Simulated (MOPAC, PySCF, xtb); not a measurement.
Dissociation curve of H6Si2, SMILES [SiH3][SiH3]. The Si1–Si5 bond (Si1 also carries H, H, H; Si5 carries H, H, H) is pulled apart rigidly from the PBE0/def2-TZVP optimised geometry.

```
8

Si     0.0000     0.0000     0.0000
H     -1.2083    -0.6976    -0.5161
H      1.2083    -0.6976    -0.5162
H      0.0000     1.3952    -0.5162
Si     0.0000     0.0000     2.3402
H     -1.2095     0.6955     2.8563
H      1.2071     0.6997     2.8564
H      0.0024    -1.3952     2.8563
```

Levels of theory: UKS-B3LYP/6-31G* = unrestricted B3LYP/6-31G*, spherical d (PySCF); PM3, restricted, heats of formation (MOPAC); CASSCF(2,2)/def2-TZVP (PySCF); GFN1-xTB (xtb); NEVPT2 = SC-NEVPT2 on CASSCF(2,2)/def2-TZVP, all electrons correlated (PySCF 2.14.0).

Energies are in mEh, each relative to the lowest point of its own curve near equilibrium.

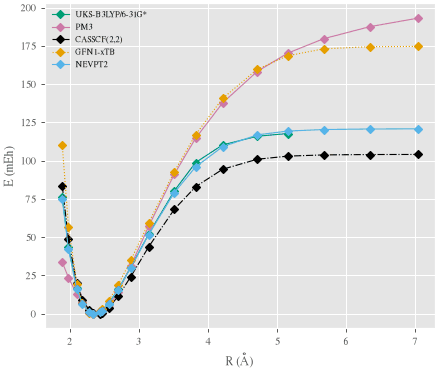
Fig. 1. Energy against bond length for each method.

```
R / Å  UKS-B3LYP/6-31G*    PM3  CASSCF(2,2)  GFN1-xTB  NEVPT2
-----  ----------------  -----  -----------  --------  ------
1.89               76.3   33.8         83.6     110.0    74.6
1.98               43.6   23.5         48.6      56.9    42.2
2.10               17.0   12.8         19.9      19.4    16.0
2.18                7.1    7.1          9.2       7.3     6.5
2.28                1.1    2.0          2.4       0.8     0.9
2.34                0.0    0.3          0.4       0.0     0.0
2.43                1.1    0.0          0.0       1.8     1.0
2.46                2.0    0.5          0.5       3.0     1.9
2.56                6.6    4.4          3.8       8.5     6.5
2.70               15.9   14.3         11.5      18.9    15.7
2.88               30.3   31.0         24.1      34.8    30.0
3.14               52.0   57.1         43.7      59.3    51.7
3.51               80.2   91.1         68.1      92.7    79.0
3.82               98.8  114.7         83.0     117.0    95.9
4.21              110.3  137.7         94.4     140.6   109.1
4.71              115.9  158.2        100.9     159.6   116.8
5.15              117.7  170.1        102.9     168.5   119.3
5.67                  —  179.6        103.7     173.0   120.3
6.34                  —  187.5        104.0     174.4   120.7
7.03                  —  193.0        104.0     174.6   120.8
```

At the longest distance, 7.03 Å, PM3 lies highest above its minimum (193.0 mEh) and CASSCF(2,2) lowest (104.0 mEh).

Dashes: no converged value, or the column stops at the first point that the program doubted or that broke a chosen test of continuity, which isn't proof of a fault.

The unrestricted solution behind UKS-B3LYP/6-31G* changes between 3.82 and 4.21 Å and between 5.15 and 5.67 Å, which can leave a kink. The unrestricted determinant behind UKS-B3LYP/6-31G* is spin-contaminated at 3.82 to 5.15 Å (<S²> up to 1.0, against 0.00 for a pure singlet). The restricted form behind PM3 keeps the bonding electrons paired and can't separate into open-shell fragments.
